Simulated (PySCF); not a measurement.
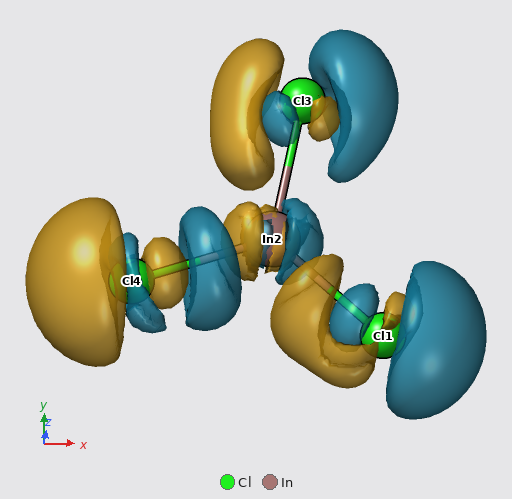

Figure. Cl$_{3}$In, SMILES `Cl[In](Cl)Cl`. Change of the electron density in a uniform field of 0.21 V/Å, surfaces at ±0.0015 e/Å³ (yellow: gain, teal: loss).

Computed with PySCF, ωB97X/def2-TZVP, geometry: GFN2-xTB. Core potentials replace the inner electrons of In; spin–orbit coupling isn't included. No frequency check shows the geometry to be a minimum. A basis without diffuse functions makes polarisabilities too small. GFN2-xTB bond lengths at metals and heavier atoms can be off by up to 0.1 Å and shapes distorted, which carries into these values.

### Along which Cartesian direction does the field point?

Along +x: electrons gather on the −x side, against the field.

### What dipole is induced, and what polarisability does it imply?

The induced dipole is 0.80 D (along the field); α along this axis, from the fields in both directions, is 78 bohr³ (11.6 Å³).

### Which atoms gain and lose the most charge?

Electrons gather most on Cl4 (Hirshfeld charge changes by −0.025 e) and leave Cl1 most (+0.020 e); 0.059 electrons are displaced in all.
